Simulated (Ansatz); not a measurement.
# BGeC (quartet): wB97M-V, HSE06, B2PLYP, RPA-PBE over vertical spin and charge gaps and displaced geometries, cc-pVDZ, part 1 of 2

Aim: run BGeC (quartet) with these functionals over vertical spin and charge gaps and displaced geometries, and hold them against the top wave-function level at the same points.

Method: cc-pVDZ, all electrons in the functionals, frozen cores in the correlation of double hybrids and RPA; program: Ansatz 0.2.0, Gaussian basis.

To be run: wB97M-V, HSE06, B2PLYP, RPA-PBE, at charge 0, quartet; charge 0, doublet; charge 0, sextet; charge 1, triplet; charge 1, quintet; displaced geometry v1; displaced geometry v2 (not every functional at every point).

26 further runs of the same task are left out: 12 that didn't finish, 14 set aside as unsound or not needed. Runs told in other sessions of the task aren't counted.

## (1) The geometry

The geometry is a PBE0/def2-TZVP stationary point (not a proven minimum). No spin-orbit coupling is included. The filled d shell of Ge may be among the frozen orbitals whatever the setting's name suggests.

3 atoms, charge 0, spin multiplicity 4.

Atoms are counted from 1 here; the program's logs count them from 0.

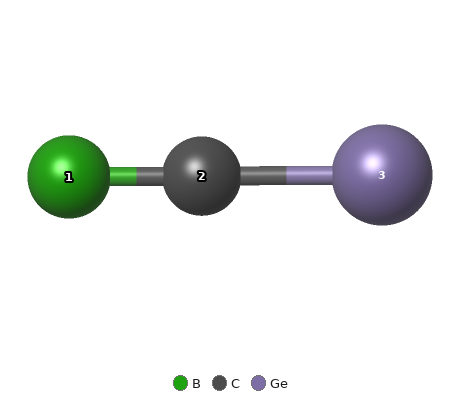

The geometry (boron green, carbon dark grey, germanium purple); atoms are numbered from 1 in the order of the file.

As a file:

```xyz
3

B     0.00000    0.00000    1.56430
C     0.00000    0.00000    0.16710
Ge    0.00000    0.00000   -1.73140
```

No dispersion term is added; wB97M-V holds VV10 nonlocal correlation. HSE06 is the plane-wave form.

The geometry shown and the zero of energy belong to the point charge 0, quartet. The yardstick, UCCSD(T), and other wave-function levels (R restricted, U unrestricted, valence and pair active spaces) come from earlier runs.

## (2) wB97M-V, charge 0, quartet

in.yaml

```yaml
crystal:
  periodic: [false, false, false]
  atoms:
    - {symbol: B, position_ang: [0.000000, 0.000000, 1.564300]}
    - {symbol: C, position_ang: [0.000000, 0.000000, 0.167100]}
    - {symbol: Ge, position_ang: [0.000000, 0.000000, -1.731400]}
basis:
  gaussian: {orbitals: cc-pVDZ}
magnetization: {spin_polarized: true, initial_magnetization: 3}
hamiltonian: {xc: {name: wB97M-V}}
output: {forces: true, orbitals: {seedname: orbitals}}
```

Command:

```bash
$ ansatz run in.yaml --threads 1 --pin off --events-out ev --progress --plain --max-ram 2393MiB
```

Standard output (excerpt; [...] marks lines left out):

```text
Functional definition: wB97M-V
  name "wB97M-V"
  cite "Mardirossian & Head-Gordon, J. Chem. Phys. 144, 214110 (2016) doi:10.1063/1.4952647"
  cite "Becke, J. Chem. Phys. 107, 8554 (1997) doi:10.1063/1.475007"
  cite "Vydrov & Van Voorhis, J. Chem. Phys. 133, 244103 (2010) doi:10.1063/1.3521275"
  # Of w^i u^j: cxij and so on, Table III.
[...]
  gx(w, u) = 1 - cx + cx01*u + cx10*w
  gss(w, u) = css00 + css04*u^4 + css10*w + css20*w^2 + css43*w^4*u^3
  gos(w, u) = cos00 + cos10*w + (cos20 + cos21*u)*w^2 + (cos60 + cos61*u)*w^6
[...]
      + integral(e_c_pw_mod_opposite_spin*gos(b97_w_opposite, b97_u_opposite)) + vv10(b, c)
597 factors; integrals over basis functions are off by at most 7.4e-4 eV
165 factors; integrals over basis functions are off by at most 1.3e-5 eV
[...]
mean field -58220.06498491 eV, -2139.5479252181 hartree, gradient 2.2e-5 eV, S^2 3.765076; 3 other end points of the search recorded, 0 dependent functions left out
[...]
reference -58220.06501682 eV, -2139.5479263909 hartree; 23, 20 occupied and 32, 35 virtual orbitals, 597 factors
Total energy: -58220.06501682 eV, -2139.5479263909 hartree
Atom 0 at     0.000000     0.000000     1.564300 Å, force     0.000000    -0.000000     0.098571 eV/Å
Atom 1 at     0.000000     0.000000     0.167100 Å, force    -0.000000     0.000000     0.178176 eV/Å
Atom 2 at     0.000000     0.000000    -1.731400 Å, force     0.000000    -0.000000    -0.276747 eV/Å
Dipole moment:     0.000000    -0.000000     0.063559 e Å
```

Run time: 18 s. Hardware: 1 thread of Arm Neoverse V2, shared host.

From the report: ⟨S²⟩ of the determinant 3.765 (pure quartet: 3.75).

## (3) wB97M-V, charge 0, doublet

in.yaml, as its differences from that of step 2:

```diff
@@ -8,4 +8,4 @@
   gaussian: {orbitals: cc-pVDZ}
-magnetization: {spin_polarized: true, initial_magnetization: 3}
+magnetization: {spin_polarized: true, initial_magnetization: 1}
 hamiltonian: {xc: {name: wB97M-V}}
-output: {forces: true, orbitals: {seedname: orbitals}}
+output: {orbitals: {seedname: orbitals}}
```

Launched as before.

Standard output (excerpt; [...] marks lines left out):

```text
Functional definition: wB97M-V
  name "wB97M-V"
  cite "Mardirossian & Head-Gordon, J. Chem. Phys. 144, 214110 (2016) doi:10.1063/1.4952647"
  cite "Becke, J. Chem. Phys. 107, 8554 (1997) doi:10.1063/1.475007"
  cite "Vydrov & Van Voorhis, J. Chem. Phys. 133, 244103 (2010) doi:10.1063/1.3521275"
  # Of w^i u^j: cxij and so on, Table III.
[...]
  gx(w, u) = 1 - cx + cx01*u + cx10*w
  gss(w, u) = css00 + css04*u^4 + css10*w + css20*w^2 + css43*w^4*u^3
  gos(w, u) = cos00 + cos10*w + (cos20 + cos21*u)*w^2 + (cos60 + cos61*u)*w^6
[...]
      + integral(e_c_pw_mod_opposite_spin*gos(b97_w_opposite, b97_u_opposite)) + vv10(b, c)
597 factors; integrals over basis functions are off by at most 7.4e-4 eV
165 factors; integrals over basis functions are off by at most 1.3e-5 eV
[...]
mean field -58221.77773129 eV, -2139.6108674865 hartree, gradient 8.6e-6 eV, S^2 0.847992; 3 other end points of the search recorded, 0 dependent functions left out
reference -58221.77776406 eV, -2139.6108686907 hartree; 22, 21 occupied and 33, 34 virtual orbitals, 597 factors
Total energy: -58221.77776406 eV, -2139.6108686907 hartree
```

Wall time 9.5 s (1 thread of Arm Neoverse V2, shared host).

From the report: ⟨S²⟩ of the determinant 0.848 (pure doublet: 0.75).

From charge 0, quartet: -39.5 kcal/mol.

## (4) wB97M-V, charge 0, sextet

in.yaml, as its differences from that of step 3:

```diff
@@ -8,3 +8,3 @@
   gaussian: {orbitals: cc-pVDZ}
-magnetization: {spin_polarized: true, initial_magnetization: 1}
+magnetization: {spin_polarized: true, initial_magnetization: 5}
 hamiltonian: {xc: {name: wB97M-V}}
```

The command is unchanged.

Standard output (excerpt; [...] marks lines left out):

```text
Functional definition: wB97M-V
  name "wB97M-V"
  cite "Mardirossian & Head-Gordon, J. Chem. Phys. 144, 214110 (2016) doi:10.1063/1.4952647"
  cite "Becke, J. Chem. Phys. 107, 8554 (1997) doi:10.1063/1.475007"
  cite "Vydrov & Van Voorhis, J. Chem. Phys. 133, 244103 (2010) doi:10.1063/1.3521275"
  # Of w^i u^j: cxij and so on, Table III.
[...]
  gx(w, u) = 1 - cx + cx01*u + cx10*w
  gss(w, u) = css00 + css04*u^4 + css10*w + css20*w^2 + css43*w^4*u^3
  gos(w, u) = cos00 + cos10*w + (cos20 + cos21*u)*w^2 + (cos60 + cos61*u)*w^6
[...]
      + integral(e_c_pw_mod_opposite_spin*gos(b97_w_opposite, b97_u_opposite)) + vv10(b, c)
597 factors; integrals over basis functions are off by at most 7.4e-4 eV
165 factors; integrals over basis functions are off by at most 1.3e-5 eV
[...]
mean field -58217.44256961 eV, -2139.4515532334 hartree, gradient 2.6e-5 eV, S^2 8.756474; 2 other end points of the search recorded, 0 dependent functions left out
reference -58217.44260006 eV, -2139.4515543523 hartree; 24, 19 occupied and 31, 36 virtual orbitals, 597 factors
Total energy: -58217.44260006 eV, -2139.4515543523 hartree
```

Run time: 8 s. Hardware: 1 thread of Arm Neoverse V2, shared host.

From the report: ⟨S²⟩ of the determinant 8.756 (pure sextet: 8.75).

From charge 0, quartet: +60.5 kcal/mol.

## (5) wB97M-V, charge 1, triplet

in.yaml, as its differences from that of step 4:

```diff
@@ -8,4 +8,5 @@
   gaussian: {orbitals: cc-pVDZ}
-magnetization: {spin_polarized: true, initial_magnetization: 5}
+total_charge: 1
+magnetization: {spin_polarized: true, initial_magnetization: 2}
 hamiltonian: {xc: {name: wB97M-V}}
-output: {orbitals: {seedname: orbitals}}
+output: {forces: true, orbitals: {seedname: orbitals}}
```

The command is unchanged.

Standard output (excerpt; [...] marks lines left out):

```text
Functional definition: wB97M-V
  name "wB97M-V"
  cite "Mardirossian & Head-Gordon, J. Chem. Phys. 144, 214110 (2016) doi:10.1063/1.4952647"
  cite "Becke, J. Chem. Phys. 107, 8554 (1997) doi:10.1063/1.475007"
  cite "Vydrov & Van Voorhis, J. Chem. Phys. 133, 244103 (2010) doi:10.1063/1.3521275"
  # Of w^i u^j: cxij and so on, Table III.
[...]
  gx(w, u) = 1 - cx + cx01*u + cx10*w
  gss(w, u) = css00 + css04*u^4 + css10*w + css20*w^2 + css43*w^4*u^3
  gos(w, u) = cos00 + cos10*w + (cos20 + cos21*u)*w^2 + (cos60 + cos61*u)*w^6
[...]
      + integral(e_c_pw_mod_opposite_spin*gos(b97_w_opposite, b97_u_opposite)) + vv10(b, c)
597 factors; integrals over basis functions are off by at most 7.4e-4 eV
165 factors; integrals over basis functions are off by at most 1.3e-5 eV
[...]
mean field -58213.18060569 eV, -2139.2949289480 hartree, gradient 1.7e-5 eV, S^2 2.024644; 2 other end points of the search recorded, 0 dependent functions left out
[...]
reference -58213.18064124 eV, -2139.2949302544 hartree; 22, 20 occupied and 33, 35 virtual orbitals, 597 factors
Total energy: -58213.18064124 eV, -2139.2949302544 hartree
Atom 0 at     0.000000     0.000000     1.564300 Å, force    -0.000000     0.000000     0.839498 eV/Å
Atom 1 at     0.000000     0.000000     0.167100 Å, force    -0.000000    -0.000000    -1.684633 eV/Å
Atom 2 at     0.000000     0.000000    -1.731400 Å, force     0.000000    -0.000000     0.845135 eV/Å
Dipole moment:     0.000000    -0.000000     0.406029 e Å
```

Run time: 16 s. Hardware: 1 thread of Arm Neoverse V2, shared host.

From the report: ⟨S²⟩ of the determinant 2.025 (pure triplet: 2.00).

From charge 0, quartet: +158.8 kcal/mol.

## (6) wB97M-V, charge 1, quintet

in.yaml, as its differences from that of step 5:

```diff
@@ -9,3 +9,3 @@
 total_charge: 1
-magnetization: {spin_polarized: true, initial_magnetization: 2}
+magnetization: {spin_polarized: true, initial_magnetization: 4}
 hamiltonian: {xc: {name: wB97M-V}}
```

Same command.

Standard output (excerpt; [...] marks lines left out):

```text
Functional definition: wB97M-V
  name "wB97M-V"
  cite "Mardirossian & Head-Gordon, J. Chem. Phys. 144, 214110 (2016) doi:10.1063/1.4952647"
  cite "Becke, J. Chem. Phys. 107, 8554 (1997) doi:10.1063/1.475007"
  cite "Vydrov & Van Voorhis, J. Chem. Phys. 133, 244103 (2010) doi:10.1063/1.3521275"
  # Of w^i u^j: cxij and so on, Table III.
[...]
  gx(w, u) = 1 - cx + cx01*u + cx10*w
  gss(w, u) = css00 + css04*u^4 + css10*w + css20*w^2 + css43*w^4*u^3
  gos(w, u) = cos00 + cos10*w + (cos20 + cos21*u)*w^2 + (cos60 + cos61*u)*w^6
[...]
      + integral(e_c_pw_mod_opposite_spin*gos(b97_w_opposite, b97_u_opposite)) + vv10(b, c)
597 factors; integrals over basis functions are off by at most 7.4e-4 eV
165 factors; integrals over basis functions are off by at most 1.3e-5 eV
[...]
mean field -58210.77388517 eV, -2139.2064836003 hartree, gradient 3.5e-5 eV, S^2 6.005507; 3 other end points of the search recorded, 0 dependent functions left out
[...]
reference -58210.77391910 eV, -2139.2064848473 hartree; 23, 19 occupied and 32, 36 virtual orbitals, 597 factors
Total energy: -58210.77391910 eV, -2139.2064848473 hartree
Atom 0 at     0.000000     0.000000     1.564300 Å, force     0.000000    -0.000000     3.457114 eV/Å
Atom 1 at     0.000000     0.000000     0.167100 Å, force    -0.000000     0.000000    -0.366389 eV/Å
Atom 2 at     0.000000     0.000000    -1.731400 Å, force     0.000000    -0.000000    -3.090726 eV/Å
Dipole moment:     0.000000    -0.000000     1.011287 e Å
```

It took 17 s on 1 thread of Arm Neoverse V2, shared host.

From the report: ⟨S²⟩ of the determinant 6.006 (pure quintet: 6.00).

From charge 0, quartet: +214.3 kcal/mol.

## (7) wB97M-V, displaced geometry v1

in.yaml

```yaml
crystal:
  periodic: [false, false, false]
  atoms:
    - {symbol: B, position_ang: [-0.015433, -0.009008, 1.585940]}
    - {symbol: C, position_ang: [-0.016266, -0.025151, 0.177587]}
    - {symbol: Ge, position_ang: [0.031698, 0.034159, -1.763527]}
basis:
  gaussian: {orbitals: cc-pVDZ}
magnetization: {spin_polarized: true, initial_magnetization: 3}
hamiltonian: {xc: {name: wB97M-V}}
output: {forces: true, orbitals: {seedname: orbitals}}
```

Same command.

Standard output (excerpt; [...] marks lines left out):

```text
Functional definition: wB97M-V
  name "wB97M-V"
  cite "Mardirossian & Head-Gordon, J. Chem. Phys. 144, 214110 (2016) doi:10.1063/1.4952647"
  cite "Becke, J. Chem. Phys. 107, 8554 (1997) doi:10.1063/1.475007"
  cite "Vydrov & Van Voorhis, J. Chem. Phys. 133, 244103 (2010) doi:10.1063/1.3521275"
  # Of w^i u^j: cxij and so on, Table III.
[...]
  gx(w, u) = 1 - cx + cx01*u + cx10*w
  gss(w, u) = css00 + css04*u^4 + css10*w + css20*w^2 + css43*w^4*u^3
  gos(w, u) = cos00 + cos10*w + (cos20 + cos21*u)*w^2 + (cos60 + cos61*u)*w^6
[...]
      + integral(e_c_pw_mod_opposite_spin*gos(b97_w_opposite, b97_u_opposite)) + vv10(b, c)
597 factors; integrals over basis functions are off by at most 7.6e-4 eV
165 factors; integrals over basis functions are off by at most 1.4e-5 eV
[...]
mean field -58220.05747698 eV, -2139.5476493068 hartree, gradient 2.1e-9 eV, S^2 3.765802; 4 other end points of the search recorded, 0 dependent functions left out
[...]
reference -58220.05750908 eV, -2139.5476504863 hartree; 23, 20 occupied and 32, 35 virtual orbitals, 597 factors
Total energy: -58220.05750908 eV, -2139.5476504863 hartree
Atom 0 at    -0.015433    -0.009008     1.585940 Å, force    -0.006919    -0.017034    -0.528984 eV/Å
Atom 1 at    -0.016266    -0.025151     0.177587 Å, force     0.023010     0.038964     0.071768 eV/Å
Atom 2 at     0.031698     0.034159    -1.763527 Å, force    -0.016091    -0.021930     0.457216 eV/Å
Dipole moment:     0.004052     0.007015     0.027346 e Å
```

Wall time 1.7 min (1 thread of Arm Neoverse V2, shared host).

From the report: ⟨S²⟩ of the determinant 3.766 (pure quartet: 3.75).

From charge 0, quartet: +0.2 kcal/mol.

## (8) wB97M-V, displaced geometry v2

in.yaml

```yaml
crystal:
  periodic: [false, false, false]
  atoms:
    - {symbol: B, position_ang: [0.084376, 0.005225, 1.559298]}
    - {symbol: C, position_ang: [-0.080498, 0.013599, 0.173691]}
    - {symbol: Ge, position_ang: [-0.003878, -0.018825, -1.732989]}
basis:
  gaussian: {orbitals: cc-pVDZ}
magnetization: {spin_polarized: true, initial_magnetization: 3}
hamiltonian: {xc: {name: wB97M-V}}
output: {forces: true, orbitals: {seedname: orbitals}}
```

Launched as before.

Standard output (excerpt; [...] marks lines left out):

```text
Functional definition: wB97M-V
  name "wB97M-V"
  cite "Mardirossian & Head-Gordon, J. Chem. Phys. 144, 214110 (2016) doi:10.1063/1.4952647"
  cite "Becke, J. Chem. Phys. 107, 8554 (1997) doi:10.1063/1.475007"
  cite "Vydrov & Van Voorhis, J. Chem. Phys. 133, 244103 (2010) doi:10.1063/1.3521275"
  # Of w^i u^j: cxij and so on, Table III.
[...]
  gx(w, u) = 1 - cx + cx01*u + cx10*w
  gss(w, u) = css00 + css04*u^4 + css10*w + css20*w^2 + css43*w^4*u^3
  gos(w, u) = cos00 + cos10*w + (cos20 + cos21*u)*w^2 + (cos60 + cos61*u)*w^6
[...]
      + integral(e_c_pw_mod_opposite_spin*gos(b97_w_opposite, b97_u_opposite)) + vv10(b, c)
597 factors; integrals over basis functions are off by at most 7.3e-4 eV
165 factors; integrals over basis functions are off by at most 1.1e-5 eV
[...]
mean field -58220.06115342 eV, -2139.5477844134 hartree, gradient 3.7e-9 eV, S^2 3.764894; 4 other end points of the search recorded, 0 dependent functions left out
[...]
reference -58220.06118546 eV, -2139.5477855908 hartree; 23, 20 occupied and 32, 35 virtual orbitals, 597 factors
Total energy: -58220.06118546 eV, -2139.5477855908 hartree
Atom 0 at     0.084376     0.005225     1.559298 Å, force    -0.027015     0.005978     0.184715 eV/Å
Atom 1 at    -0.080498     0.013599     0.173691 Å, force     0.057638    -0.009026    -0.060762 eV/Å
Atom 2 at    -0.003878    -0.018825    -1.732989 Å, force    -0.030623     0.003048    -0.123953 eV/Å
Dipole moment:     0.027119    -0.003318     0.054389 e Å
```

It took 55 s on 1 thread of Arm Neoverse V2, shared host.

From the report: ⟨S²⟩ of the determinant 3.765 (pure quartet: 3.75).

From charge 0, quartet: +0.1 kcal/mol.

## (9) HSE06, charge 0, quartet

in.yaml

```yaml
crystal:
  periodic: [false, false, false]
  atoms:
    - {symbol: B, position_ang: [0.000000, 0.000000, 1.564300]}
    - {symbol: C, position_ang: [0.000000, 0.000000, 0.167100]}
    - {symbol: Ge, position_ang: [0.000000, 0.000000, -1.731400]}
basis:
  gaussian: {orbitals: cc-pVDZ}
magnetization: {spin_polarized: true, initial_magnetization: 3}
hamiltonian: {xc: {name: HSE06}}
```

Same command.

Standard output (excerpt; [...] marks lines left out):

```text
Functional definition: HSE06
  name "HSE06"
  cite "Heyd, Scuseria & Ernzerhof, J. Chem. Phys. 118, 8207 (2003) doi:10.1063/1.1564060"
  cite "Krukau, Vydrov, Izmaylov & Scuseria, J. Chem. Phys. 125, 224106 (2006) doi:10.1063/1.2404663"
  cite "Heyd & Scuseria, J. Chem. Phys. 120, 7274 (2004) doi:10.1063/1.1668634"
  cite "Ernzerhof & Perdew, J. Chem. Phys. 109, 3313 (1998) doi:10.1063/1.476928"
  cite "Perdew, Burke & Ernzerhof, Phys. Rev. Lett. 77, 3865 (1996) doi:10.1103/PhysRevLett.77.3865"
  parent pbe
[...]
  # The whole range is PBE's own exchange, as in plane waves. The composition of these papers is wPBEh.
[...]
597 factors; integrals over basis functions are off by at most 7.4e-4 eV
44 factors; integrals over basis functions are off by at most 4.0e-6 eV
[...]
mean field -58214.40019515 eV, -2139.3397480341 hartree, gradient 1.9e-5 eV, S^2 3.764284; 7 other end points of the search recorded, 0 dependent functions left out
reference -58214.40022720 eV, -2139.3397492119 hartree; 23, 20 occupied and 32, 35 virtual orbitals, 597 factors
Total energy: -58214.40022720 eV, -2139.3397492119 hartree
```

It took 9 s on 1 thread of Arm Neoverse V2, shared host.

From the report: ⟨S²⟩ of the determinant 3.764 (pure quartet: 3.75).

## (10) HSE06, charge 1, quintet

in.yaml, as its differences from that of step 9:

```diff
@@ -8,3 +8,4 @@
   gaussian: {orbitals: cc-pVDZ}
-magnetization: {spin_polarized: true, initial_magnetization: 3}
+total_charge: 1
+magnetization: {spin_polarized: true, initial_magnetization: 4}
 hamiltonian: {xc: {name: HSE06}}
```

Same command.

Standard output (excerpt; [...] marks lines left out):

```text
Functional definition: HSE06
  name "HSE06"
  cite "Heyd, Scuseria & Ernzerhof, J. Chem. Phys. 118, 8207 (2003) doi:10.1063/1.1564060"
  cite "Krukau, Vydrov, Izmaylov & Scuseria, J. Chem. Phys. 125, 224106 (2006) doi:10.1063/1.2404663"
  cite "Heyd & Scuseria, J. Chem. Phys. 120, 7274 (2004) doi:10.1063/1.1668634"
  cite "Ernzerhof & Perdew, J. Chem. Phys. 109, 3313 (1998) doi:10.1063/1.476928"
  cite "Perdew, Burke & Ernzerhof, Phys. Rev. Lett. 77, 3865 (1996) doi:10.1103/PhysRevLett.77.3865"
  parent pbe
[...]
  # The whole range is PBE's own exchange, as in plane waves. The composition of these papers is wPBEh.
[...]
597 factors; integrals over basis functions are off by at most 7.4e-4 eV
44 factors; integrals over basis functions are off by at most 4.0e-6 eV
[...]
mean field -58205.00163204 eV, -2138.9943572102 hartree, gradient 7.0e-6 eV, S^2 6.007992; 8 other end points of the search recorded, 0 dependent functions left out
reference -58205.00166785 eV, -2138.9943585265 hartree; 23, 19 occupied and 32, 36 virtual orbitals, 597 factors
Total energy: -58205.00166785 eV, -2138.9943585265 hartree
```

Run time: 8.5 s. Hardware: 1 thread of Arm Neoverse V2, shared host.

From the report: ⟨S²⟩ of the determinant 6.008 (pure quintet: 6.00).

From charge 0, quartet: +216.7 kcal/mol.

## (11) B2PLYP, charge 0, quartet

in.yaml, as its differences from that of step 10:

```diff
@@ -8,4 +8,4 @@
   gaussian: {orbitals: cc-pVDZ}
-total_charge: 1
-magnetization: {spin_polarized: true, initial_magnetization: 4}
-hamiltonian: {xc: {name: HSE06}}
+magnetization: {spin_polarized: true, initial_magnetization: 3}
+hamiltonian: {xc: {name: B2PLYP}}
+correlation: {electrons: outside_noble_gas}
```

Same command.

Standard output (excerpt; [...] marks lines left out):

```text
Functional definition: B2PLYP
  name "B2PLYP"
  cite "Grimme, J. Chem. Phys. 124, 034108 (2006) doi:10.1063/1.2148954"
  cite "Becke, Phys. Rev. A 38, 3098 (1988) doi:10.1103/PhysRevA.38.3098"
  cite "Lee, Yang & Parr, Phys. Rev. B 37, 785 (1988) doi:10.1103/PhysRevB.37.785"
[...]
597 factors; integrals over basis functions are off by at most 7.4e-4 eV
[...]
mean field -58208.66923486 eV, -2139.1291391281 hartree, gradient 2.0e-6 eV, S^2 3.766144; 4 other end points of the search recorded, 0 dependent functions left out
16 core orbitals not correlated: weight in the atoms' cores, before any rotation towards them, 0.999 or more for the frozen orbitals, at most 0.001 for the correlated occupied ones
reference -58208.66936177 eV, -2139.1291437917 hartree; 7, 4 occupied and 32, 35 virtual orbitals, 597 factors
second order -7.27592240 eV of doubles, -0.00000000 eV of singles
Total energy: -58210.63386081 eV, -2139.2013378002 hartree
```

Run time: 6 s. Hardware: 1 thread of Arm Neoverse V2, shared host.

From the report: ⟨S²⟩ of the determinant 3.766 (pure quartet: 3.75).

## (12) B2PLYP, charge 0, doublet

in.yaml, as its differences from that of step 11:

```diff
@@ -8,3 +8,3 @@
   gaussian: {orbitals: cc-pVDZ}
-magnetization: {spin_polarized: true, initial_magnetization: 3}
+magnetization: {spin_polarized: true, initial_magnetization: 1}
 hamiltonian: {xc: {name: B2PLYP}}
```

Launched as before.

Standard output (excerpt; [...] marks lines left out):

```text
Functional definition: B2PLYP
  name "B2PLYP"
  cite "Grimme, J. Chem. Phys. 124, 034108 (2006) doi:10.1063/1.2148954"
  cite "Becke, Phys. Rev. A 38, 3098 (1988) doi:10.1103/PhysRevA.38.3098"
  cite "Lee, Yang & Parr, Phys. Rev. B 37, 785 (1988) doi:10.1103/PhysRevB.37.785"
[...]
597 factors; integrals over basis functions are off by at most 7.4e-4 eV
[...]
mean field -58210.07583664 eV, -2139.1808307901 hartree, gradient 2.3e-6 eV, S^2 0.897777; 6 other end points of the search recorded, 0 dependent functions left out
16 core orbitals not correlated: weight in the atoms' cores, before any rotation towards them, 0.999 or more for the frozen orbitals, at most 0.000 for the correlated occupied ones
reference -58210.07595548 eV, -2139.1808351572 hartree; 6, 5 occupied and 33, 34 virtual orbitals, 597 factors
second order -9.38461329 eV of doubles, -0.00000000 eV of singles
Total energy: -58212.60980107 eV, -2139.2739522651 hartree
```

It took 6 s on 1 thread of Arm Neoverse V2, shared host.

From the report: ⟨S²⟩ of the determinant 0.898 (pure doublet: 0.75).

From charge 0, quartet: -45.6 kcal/mol.

(Continued in part 2 of 2.)
